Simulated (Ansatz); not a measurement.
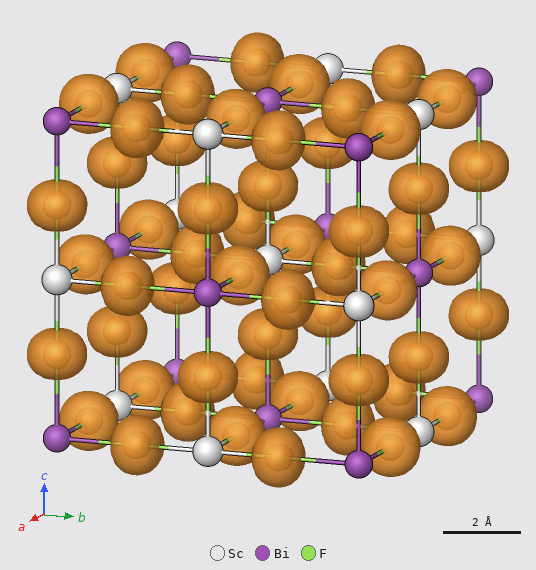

Figure 1: ScBiF₆. Isosurface of the ELF at 0.75 (orange), seen slightly off an axis. Core shells and regions of very low density are left out. Sticks mark near contacts.

Space group Fm-3m; a structure from a database of computed crystals, not necessarily the ambient phase; started from the MgZrF6-225 prototype, which need not be the ambient phase.

These are results of DFT, r2SCAN+rVV10, plane waves, PAW (Ansatz), not measurements.

Core electrons are frozen (PAW), and the valence fields are smoothed inside the atomic spheres.

The calculation's input:

```
crystal:
  lattice:
    - [0.0, 4.2711810334, 4.2711810334]
    - [4.2711810334, 0.0, 4.2711810334]
    - [4.2711810334, 4.2711810334, 0.0]
  atoms:
    - { symbol: Sc, position: [0.5, 0.5, 0.5] }
    - { symbol: Bi, position: [0.0, 0.0, 0.0] }
    - { symbol: F, position: [0.7355829333, 0.2644170667, 0.2644170667] }
    - { symbol: F, position: [0.2644170667, 0.7355829333, 0.7355829333] }
    - { symbol: F, position: [0.2644170667, 0.7355829333, 0.2644170667] }
    - { symbol: F, position: [0.7355829333, 0.2644170667, 0.7355829333] }
    - { symbol: F, position: [0.2644170667, 0.2644170667, 0.7355829333] }
    - { symbol: F, position: [0.7355829333, 0.7355829333, 0.2644170667] }
kpoints:
  mp_grid: { grid: [6, 6, 6] }
hamiltonian:
  xc: r2scan
  dispersion: rvv10
scf:
  occupations: { method: fermi_dirac, width: 0.03 }
relax:
  f_tol: 0.01
  cell: {}
  max_steps: 120
output:
  write_density: true
  write_potential: true
  elf: true
  volumetric_format: npy
```

Run with:

```sh
ansatz run input.yaml --threads 4 --pin off --max-ram 4608MiB --backend cpu --events-out ev --progress --plain --runs-dir out
```

Below, planes, directions and counts refer to the conventional cell (a = 8.54 Å, b = 8.54 Å, c = 8.54 Å, α = 90.00°, β = 90.00°, γ = 90.00°).

Where are the electrons localised?

Answer. At this value the surface marks out 24 regions wrapped around F (the valence shell of each), counted in one cell of 32 atoms. Regions shared between cells count once.

Values along the shortest contacts:
Sc–F (2.01 Å): the ELF peaks at about 0.80 in the valence shell of F, 0.6 Å from its nucleus, and drops to about 0.10 between the two atoms: no localised pair shows between them. Bi–F (2.26 Å): the ELF is about 0.15 at the midpoint: no shared electron pair shows on this line.
